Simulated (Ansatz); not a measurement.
## SiH3Cl2O: geometry relaxation (part 2 of 2)

Continued. System: SiH3Cl2O, multiplicity 2. Method: UKS BHLYP-D4/def2-SVP (Ansatz 0.2.0). It belongs to a series of runs on one base structure; here: end point A relaxed.

Geometry of the input (Å):
```
Si 0.0238  0.0370  -0.1315
H  0.0545  0.0913  1.3312
Cl 1.9519  0.0215  -0.8338
Cl -0.9627  1.6945  -0.8330
H  -0.6642  -1.1605  -0.6365
O  -0.0249  -0.0861  3.5338
H  -0.5751  -0.8521  3.7521
```

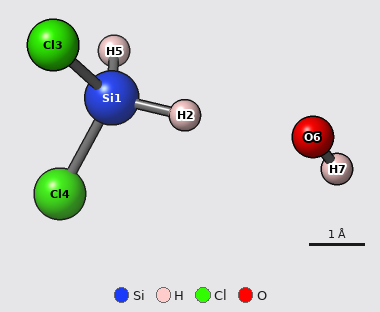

The geometry at step 28 of the log (ball-and-stick view, seen at an oblique angle; atoms are numbered from 1 in the order of the input).

## Trajectory as extended XYZ, continued
```
7
Properties=species:S:1:pos:R:3:forces:R:3 step=12 energy=-35006.11240 accepted=F
Si    0.0144    0.0125   -0.2696   -0.0007  -0.0133   0.0098
H    -0.0432   -0.0943    1.1935    0.0025   0.0025  -0.0221
Cl    1.9808    0.0964   -0.8601   -0.0164   0.0037   0.0038
Cl   -0.9586    1.7274   -0.8515    0.0069  -0.0055   0.0020
H    -0.6221   -1.1276   -0.9478    0.0078   0.0120   0.0054
O     0.0818   -0.1559    3.7996   -0.1944  -0.1525   0.0868
H    -0.6497   -0.7129    4.1182    0.1944   0.1531  -0.0857
7
Properties=species:S:1:pos:R:3:forces:R:3 step=13 energy=-35006.11265
Si    0.0199    0.0167   -0.2691   -0.0453   0.0210  -0.0532
H    -0.0313   -0.0730    1.1927    0.0120  -0.0058   0.0338
Cl    1.9796    0.0883   -0.8776    0.0123   0.0089   0.0062
Cl   -0.9579    1.7248   -0.8652    0.0192  -0.0007   0.0096
H    -0.6254   -1.1243   -0.9340    0.0017  -0.0243   0.0060
O     0.0593   -0.1477    3.8128    0.0196   0.0126  -0.0101
H    -0.6408   -0.7393    4.1227   -0.0196  -0.0117   0.0078
7
Properties=species:S:1:pos:R:3:forces:R:3 step=14 energy=-35006.11324
Si    0.0172    0.0143   -0.2701    0.0000   0.0008   0.0007
H    -0.0312   -0.0832    1.1930    0.0001  -0.0023  -0.0018
Cl    1.9787    0.1000   -0.8734   -0.0006   0.0013   0.0004
Cl   -0.9616    1.7243   -0.8561   -0.0001  -0.0003   0.0007
H    -0.6209   -1.1301   -0.9379    0.0005  -0.0004   0.0007
O     0.0857   -0.1777    3.8059    0.0023  -0.0031  -0.0004
H    -0.6646   -0.7020    4.1209   -0.0022   0.0039  -0.0003
7
Properties=species:S:1:pos:R:3:forces:R:3 step=15 energy=-35006.05705 accepted=F
Si    0.0123    0.0083   -0.2713    0.1029  -0.0514   0.1057
H    -0.0300   -0.1101    1.1945   -0.0203   0.0116  -0.0792
Cl    1.9768    0.1357   -0.8654   -0.0419  -0.0162  -0.0039
Cl   -0.9776    1.7183   -0.8323   -0.0411   0.0023  -0.0148
H    -0.6056   -1.1444   -0.9477    0.0008   0.0533  -0.0080
O     0.1727   -0.2830    3.7903   -1.9622  -0.6398   0.6937
H    -0.7453   -0.5792    4.1142    1.9619   0.6402  -0.6935
7
Properties=species:S:1:pos:R:3:forces:R:3 step=16 energy=-35006.11333
Si    0.0170    0.0132   -0.2695    0.0045  -0.0021   0.0044
H    -0.0311   -0.0880    1.1935   -0.0010  -0.0004  -0.0047
Cl    1.9786    0.1029   -0.8724   -0.0018   0.0003   0.0002
Cl   -0.9630    1.7238   -0.8517   -0.0023  -0.0003   0.0007
H    -0.6197   -1.1307   -0.9396    0.0004   0.0018  -0.0006
O     0.0920   -0.1841    3.8031   -0.0289  -0.0241   0.0133
H    -0.6705   -0.6915    4.1189    0.0290   0.0249  -0.0133
7
Properties=species:S:1:pos:R:3:forces:R:3 step=17 energy=-35006.11323 accepted=F
Si    0.0173    0.0105   -0.2691    0.0063  -0.0043   0.0044
H    -0.0310   -0.1001    1.1930   -0.0009   0.0010  -0.0016
Cl    1.9789    0.1107   -0.8704   -0.0051   0.0019  -0.0003
Cl   -0.9693    1.7213   -0.8400   -0.0005  -0.0013   0.0001
H    -0.6153   -1.1314   -0.9461    0.0001   0.0021  -0.0027
O     0.1127   -0.2074    3.8007   -0.1825  -0.1080   0.0726
H    -0.6900   -0.6580    4.1142    0.1825   0.1086  -0.0726
7
Properties=species:S:1:pos:R:3:forces:R:3 step=18 energy=-35006.11349
Si    0.0173    0.0118   -0.2692    0.0021  -0.0004  -0.0005
H    -0.0311   -0.0938    1.1933    0.0000  -0.0006  -0.0006
Cl    1.9786    0.1069   -0.8718   -0.0010   0.0005   0.0006
Cl   -0.9659    1.7224   -0.8462   -0.0016  -0.0001   0.0012
H    -0.6176   -1.1308   -0.9430    0.0005  -0.0001  -0.0007
O     0.1016   -0.1958    3.8022   -0.0456  -0.0332   0.0197
H    -0.6797   -0.6750    4.1170    0.0456   0.0339  -0.0197
7
Properties=species:S:1:pos:R:3:forces:R:3 step=19 energy=-35006.11365
Si    0.0172    0.0099   -0.2694    0.0074  -0.0014   0.0042
H    -0.0301   -0.1021    1.1926   -0.0035  -0.0001   0.0022
Cl    1.9785    0.1142   -0.8703   -0.0008   0.0018  -0.0029
Cl   -0.9716    1.7203   -0.8378   -0.0013  -0.0037  -0.0001
H    -0.6133   -1.1324   -0.9475   -0.0018   0.0028  -0.0031
O     0.1198   -0.2213    3.8008   -0.1332  -0.0745   0.0521
H    -0.6971   -0.6430    4.1139    0.1332   0.0752  -0.0524
7
Properties=species:S:1:pos:R:3:forces:R:3 step=20 energy=-35006.11331 accepted=F
Si    0.0190    0.0093   -0.2674   -0.0060  -0.0061  -0.0186
H    -0.0317   -0.1049    1.1943    0.0085   0.0001   0.0017
Cl    1.9787    0.1250   -0.8713   -0.0056   0.0007   0.0094
Cl   -0.9800    1.7136   -0.8361   -0.0021   0.0100   0.0042
H    -0.6078   -1.1328   -0.9495    0.0055  -0.0054   0.0054
O     0.1458   -0.2695    3.8030   -0.3109  -0.1232   0.1088
H    -0.7207   -0.5950    4.1093    0.3105   0.1238  -0.1109
7
Properties=species:S:1:pos:R:3:forces:R:3 step=21 energy=-35006.11417
Si    0.0184    0.0082   -0.2672    0.0025  -0.0011   0.0007
H    -0.0270   -0.1081    1.1945   -0.0012  -0.0002   0.0011
Cl    1.9779    0.1192   -0.8718    0.0003   0.0014  -0.0011
Cl   -0.9759    1.7177   -0.8292   -0.0013  -0.0015   0.0009
H    -0.6113   -1.1331   -0.9480   -0.0002   0.0008  -0.0015
O     0.1293   -0.2380    3.8008   -0.0381  -0.0236   0.0149
H    -0.7081   -0.6202    4.1033    0.0380   0.0241  -0.0148
7
Properties=species:S:1:pos:R:3:forces:R:3 step=22 energy=-35006.11454
Si    0.0197    0.0070   -0.2668    0.0011   0.0008   0.0008
H    -0.0231   -0.1121    1.1948    0.0001  -0.0013   0.0002
Cl    1.9778    0.1249   -0.8750   -0.0009   0.0012  -0.0003
Cl   -0.9805    1.7150   -0.8229   -0.0010  -0.0005   0.0006
H    -0.6086   -1.1340   -0.9492    0.0008  -0.0008  -0.0010
O     0.1379   -0.2603    3.8005   -0.0221  -0.0152   0.0086
H    -0.7199   -0.5949    4.1008    0.0220   0.0158  -0.0089
7
Properties=species:S:1:pos:R:3:forces:R:3 step=23 energy=-35006.11484
Si    0.0206    0.0060   -0.2659    0.0039  -0.0039  -0.0059
H    -0.0195   -0.1179    1.1954   -0.0009   0.0022   0.0003
Cl    1.9768    0.1332   -0.8775    0.0010   0.0027   0.0018
Cl   -0.9868    1.7118   -0.8167   -0.0016  -0.0018   0.0041
H    -0.6036   -1.1357   -0.9509   -0.0021   0.0002   0.0008
O     0.1514   -0.2948    3.8007   -0.1497  -0.0513   0.0500
H    -0.7355   -0.5570    4.0972    0.1495   0.0519  -0.0511
7
Properties=species:S:1:pos:R:3:forces:R:3 step=24 energy=-35006.11389 accepted=F
Si    0.0222    0.0044   -0.2656   -0.0016   0.0003   0.0091
H    -0.0178   -0.1203    1.1956    0.0042  -0.0053   0.0006
Cl    1.9780    0.1455   -0.8760   -0.0087   0.0006  -0.0008
Cl   -0.9971    1.7053   -0.8093   -0.0006   0.0044  -0.0048
H    -0.5982   -1.1389   -0.9515    0.0070  -0.0006  -0.0022
O     0.1684   -0.3526    3.7976   -0.4394  -0.0772   0.1395
H    -0.7523   -0.4979    4.0916    0.4391   0.0779  -0.1415
7
Properties=species:S:1:pos:R:3:forces:R:3 step=25 energy=-35006.11553
Si    0.0212    0.0036   -0.2658    0.0006  -0.0018  -0.0005
H    -0.0190   -0.1264    1.1950    0.0006   0.0002  -0.0008
Cl    1.9772    0.1398   -0.8763    0.0002   0.0018   0.0007
Cl   -0.9913    1.7093   -0.8076   -0.0015  -0.0008   0.0018
H    -0.6005   -1.1363   -0.9558    0.0003   0.0001   0.0000
O     0.1573   -0.3176    3.7988   -0.0451  -0.0181   0.0149
H    -0.7416   -0.5269    4.0940    0.0449   0.0186  -0.0161
7
Properties=species:S:1:pos:R:3:forces:R:3 step=26 energy=-35006.11605
Si    0.0219    0.0022   -0.2652    0.0009  -0.0015   0.0010
H    -0.0168   -0.1319    1.1953    0.0000  -0.0003  -0.0005
Cl    1.9770    0.1463   -0.8764    0.0004   0.0020  -0.0002
Cl   -0.9962    1.7067   -0.8007   -0.0016  -0.0010   0.0012
H    -0.5971   -1.1375   -0.9581    0.0004   0.0003  -0.0001
O     0.1626   -0.3440    3.7972   -0.0312  -0.0132   0.0101
H    -0.7481   -0.4962    4.0901    0.0310   0.0137  -0.0114
7
Properties=species:S:1:pos:R:3:forces:R:3 step=27 energy=-35006.11642
Si    0.0232    0.0007   -0.2640   -0.0035  -0.0002  -0.0019
H    -0.0149   -0.1370    1.1961    0.0038  -0.0015   0.0004
Cl    1.9770    0.1559   -0.8766   -0.0026   0.0010   0.0021
Cl   -1.0033    1.7021   -0.7938   -0.0012   0.0017   0.0008
H    -0.5923   -1.1391   -0.9598    0.0038  -0.0015   0.0005
O     0.1698   -0.3862    3.7955   -0.2030  -0.0228   0.0627
H    -0.7561   -0.4508    4.0849    0.2027   0.0233  -0.0647
7
Properties=species:S:1:pos:R:3:forces:R:3 step=28 energy=-35006.11506 accepted=F
Si    0.0226    0.0003   -0.2618    0.0132  -0.0106   0.0017
H    -0.0113   -0.1411    1.1982   -0.0065   0.0027   0.0008
Cl    1.9755    0.1691   -0.8735    0.0010   0.0051  -0.0027
Cl   -1.0141    1.6969   -0.7875   -0.0031  -0.0036   0.0022
H    -0.5834   -1.1437   -0.9591   -0.0042   0.0059   0.0005
O     0.1741   -0.4537    3.7908   -0.5323   0.0313   0.1605
H    -0.7601   -0.3822    4.0752    0.5318  -0.0307  -0.1631
7
Properties=species:S:1:pos:R:3:forces:R:3 step=29 energy=-35006.11746
Si    0.0242   -0.0010   -0.2624   -0.0009  -0.0012  -0.0011
H    -0.0101   -0.1440    1.1973    0.0012  -0.0004   0.0003
Cl    1.9762    0.1628   -0.8780   -0.0004   0.0021   0.0007
Cl   -1.0087    1.6992   -0.7839   -0.0013   0.0000   0.0014
H    -0.5885   -1.1405   -0.9610    0.0016  -0.0008   0.0002
O     0.1683   -0.4140    3.7927   -0.0586  -0.0093   0.0179
H    -0.7581   -0.4169    4.0776    0.0584   0.0097  -0.0194
7
Properties=species:S:1:pos:R:3:forces:R:3 step=30 energy=-35006.11817
Si    0.0249   -0.0023   -0.2608   -0.0006  -0.0010  -0.0014
H    -0.0072   -0.1487    1.1986    0.0009  -0.0004   0.0007
Cl    1.9757    0.1700   -0.8780   -0.0003   0.0021   0.0005
Cl   -1.0141    1.6960   -0.7767   -0.0014  -0.0006   0.0015
H    -0.5847   -1.1421   -0.9615    0.0015  -0.0005   0.0001
O     0.1671   -0.4450    3.7907   -0.0382  -0.0070   0.0114
H    -0.7584   -0.3822    4.0701    0.0380   0.0074  -0.0128
7
Properties=species:S:1:pos:R:3:forces:R:3 step=31 energy=-35006.11853
Si    0.0255   -0.0035   -0.2596    0.0033  -0.0019   0.0002
H    -0.0040   -0.1531    1.1995   -0.0011  -0.0005   0.0017
Cl    1.9750    0.1803   -0.8776   -0.0004   0.0030  -0.0006
Cl   -1.0221    1.6915   -0.7699   -0.0014  -0.0026   0.0014
H    -0.5787   -1.1449   -0.9622    0.0000   0.0014   0.0002
O     0.1640   -0.4941    3.7905   -0.2599   0.0360   0.0747
H    -0.7565   -0.3307    4.0616    0.2596  -0.0354  -0.0776
7
Properties=species:S:1:pos:R:3:forces:R:3 step=32 energy=-35006.11644 accepted=F
Si    0.0271   -0.0045   -0.2554   -0.0030  -0.0058  -0.0072
H    -0.0019   -0.1564    1.2035    0.0039   0.0000   0.0015
Cl    1.9746    0.1959   -0.8749   -0.0027   0.0017   0.0038
Cl   -1.0338    1.6830   -0.7630   -0.0024   0.0034   0.0028
H    -0.5701   -1.1485   -0.9600    0.0048  -0.0003   0.0027
O     0.1499   -0.5686    3.7849   -0.6097   0.2032   0.1761
H    -0.7424   -0.2553    4.0473    0.6091  -0.2023  -0.1797
7
Properties=species:S:1:pos:R:3:forces:R:3 step=33 energy=-35006.11983
Si    0.0261   -0.0062   -0.2522    0.0056   0.0005   0.0156
H    -0.0003   -0.1587    1.2068   -0.0032  -0.0023  -0.0076
Cl    1.9742    0.1866   -0.8716    0.0029   0.0017  -0.0056
Cl   -1.0270    1.6878   -0.7547   -0.0049  -0.0023  -0.0041
H    -0.5754   -1.1481   -0.9563   -0.0009   0.0032  -0.0045
O     0.1532   -0.5174    3.7646   -0.0311  -0.0043   0.0176
H    -0.7476   -0.2984    4.0457    0.0316   0.0036  -0.0114
7
Properties=species:S:1:pos:R:3:forces:R:3 step=34 energy=-35006.12080
Si    0.0260   -0.0072   -0.2520   -0.0011   0.0058   0.0037
H    -0.0028   -0.1630    1.2066   -0.0014  -0.0035  -0.0054
Cl    1.9742    0.1943   -0.8681    0.0018   0.0021  -0.0021
Cl   -1.0330    1.6841   -0.7528   -0.0004  -0.0050   0.0004
H    -0.5707   -1.1484   -0.9612    0.0011   0.0007   0.0012
O     0.1471   -0.5537    3.7724   -0.0346  -0.0004   0.0135
H    -0.7374   -0.2606    4.0373    0.0345   0.0003  -0.0113
7
Properties=species:S:1:pos:R:3:forces:R:3 step=35 energy=-35006.12067 accepted=F
Si    0.0263   -0.0076   -0.2522   -0.0037   0.0000  -0.0032
H    -0.0036   -0.1686    1.2058    0.0009   0.0001   0.0013
Cl    1.9741    0.2059   -0.8656   -0.0021   0.0042   0.0007
Cl   -1.0420    1.6791   -0.7493    0.0038  -0.0069   0.0035
H    -0.5637   -1.1502   -0.9647    0.0018   0.0016   0.0011
O     0.1333   -0.6082    3.7824   -0.3454   0.1514   0.0949
H    -0.7211   -0.2048    4.0259    0.3447  -0.1504  -0.0983
7
Properties=species:S:1:pos:R:3:forces:R:3 step=36 energy=-35006.12140
Si    0.0271   -0.0075   -0.2517   -0.0131  -0.0130  -0.0156
H    -0.0047   -0.1723    1.2059    0.0063   0.0067  -0.0022
Cl    1.9750    0.2000   -0.8674   -0.0031   0.0065   0.0067
Cl   -1.0380    1.6809   -0.7487    0.0052   0.0017   0.0076
H    -0.5670   -1.1464   -0.9668    0.0051  -0.0021   0.0040
O     0.1402   -0.5765    3.7779   -0.0575   0.0109   0.0169
H    -0.7292   -0.2325    4.0330    0.0571  -0.0107  -0.0174
7
Properties=species:S:1:pos:R:3:forces:R:3 step=37 energy=-35006.12189
Si    0.0249   -0.0109   -0.2545    0.0163   0.0181   0.0204
H    -0.0027   -0.1743    1.2033   -0.0072  -0.0098  -0.0007
Cl    1.9733    0.2090   -0.8642    0.0010  -0.0066  -0.0082
Cl   -1.0390    1.6807   -0.7428   -0.0105  -0.0103  -0.0050
H    -0.5644   -1.1523   -0.9696    0.0008   0.0078  -0.0033
O     0.1309   -0.6018    3.7819   -0.1190   0.0435   0.0319
H    -0.7197   -0.2047    4.0283    0.1185  -0.0428  -0.0350
7
Properties=species:S:1:pos:R:3:forces:R:3 step=38 energy=-35006.12314
Si    0.0279   -0.0121   -0.2510    0.0020   0.0035   0.0038
H     0.0032   -0.1837    1.2058   -0.0011  -0.0026   0.0015
Cl    1.9732    0.2171   -0.8670    0.0011   0.0002  -0.0021
Cl   -1.0475    1.6748   -0.7307   -0.0035  -0.0037   0.0001
H    -0.5588   -1.1518   -0.9706    0.0018   0.0020  -0.0010
O     0.1086   -0.6349    3.7774   -0.0488   0.0157   0.0126
H    -0.7033   -0.1639    4.0183    0.0485  -0.0151  -0.0150
7
Properties=species:S:1:pos:R:3:forces:R:3 step=39 energy=-35006.12463
Si    0.0279   -0.0142   -0.2464   -0.0007  -0.0014  -0.0004
H     0.0012   -0.1931    1.2095    0.0004  -0.0002  -0.0002
Cl    1.9728    0.2292   -0.8581    0.0015   0.0028   0.0001
Cl   -1.0574    1.6681   -0.7204   -0.0016  -0.0014   0.0018
H    -0.5503   -1.1536   -0.9730    0.0008  -0.0002  -0.0001
O     0.0774   -0.6820    3.7695   -0.0369   0.0146   0.0103
H    -0.6684   -0.1087    4.0012    0.0365  -0.0142  -0.0115
7
Properties=species:S:1:pos:R:3:forces:R:3 step=40 energy=-35006.11341 accepted=F
Si    0.0283   -0.0164   -0.2429   -0.0042  -0.0023  -0.0052
H     0.0004   -0.2017    1.2122    0.0032  -0.0010   0.0017
Cl    1.9724    0.2482   -0.8494   -0.0028   0.0032   0.0028
Cl   -1.0717    1.6582   -0.7107    0.0017  -0.0019   0.0031
H    -0.5382   -1.1575   -0.9759    0.0030   0.0002   0.0021
O     0.0256   -0.7562    3.7681   -0.7275   0.8137   0.2359
H    -0.6135   -0.0290    3.9810    0.7266  -0.8118  -0.2404
7
Properties=species:S:1:pos:R:3:forces:R:3 step=41 energy=-35006.12555
Si    0.0307   -0.0150   -0.2494    0.0017   0.0010  -0.0036
H     0.0101   -0.1972    1.2064    0.0031  -0.0013   0.0026
Cl    1.9721    0.2396   -0.8687   -0.0037   0.0012   0.0049
Cl   -1.0638    1.6637   -0.7145   -0.0016  -0.0019   0.0031
H    -0.5450   -1.1552   -0.9764    0.0009  -0.0011   0.0014
O     0.0462   -0.7165    3.7863   -0.0368   0.0213   0.0023
H    -0.6471   -0.0738    3.9986    0.0363  -0.0192  -0.0107
7
Properties=species:S:1:pos:R:3:forces:R:3 step=42 energy=-35006.12578
Si    0.0323   -0.0165   -0.2461    0.0030  -0.0040   0.0101
H     0.0175   -0.2019    1.2096   -0.0013   0.0004  -0.0040
Cl    1.9714    0.2491   -0.8680   -0.0008   0.0030  -0.0005
Cl   -1.0717    1.6578   -0.7042   -0.0013  -0.0015   0.0012
H    -0.5392   -1.1585   -0.9736    0.0005   0.0006  -0.0013
O     0.0105   -0.7477    3.7719   -0.2017   0.2143   0.0650
H    -0.6176   -0.0367    3.9926    0.2016  -0.2129  -0.0706
7
Properties=species:S:1:pos:R:3:forces:R:3 step=43 energy=-35006.12802
Si    0.0342   -0.0208   -0.2357    0.0002  -0.0051  -0.0037
H     0.0247   -0.2184    1.2179    0.0018   0.0051   0.0023
Cl    1.9693    0.2629   -0.8625   -0.0027   0.0016   0.0026
Cl   -1.0816    1.6503   -0.6776   -0.0004  -0.0026   0.0041
H    -0.5327   -1.1609   -0.9693    0.0013   0.0001  -0.0050
O    -0.0373   -0.7757    3.7594   -0.0227   0.0170   0.0061
H    -0.5733    0.0081    3.9501    0.0224  -0.0161  -0.0064
```

## Results in brief

| quantity | value |
| --- | --- |
| outcome | converged |
| total energy | −35006.1282 eV |
| mean-field energy | −35005.9412 eV |
| ⟨S²⟩ | 0.753 |
| largest force (length of the vector) at the end | 0.029 eV/Å |
| hardware | 2 threads of Arm Neoverse V1, 24 GiB of memory available, shared host |
| wall time | 6.7 min (CPU time 13 min) |
| peak memory | 0.32 GiB |
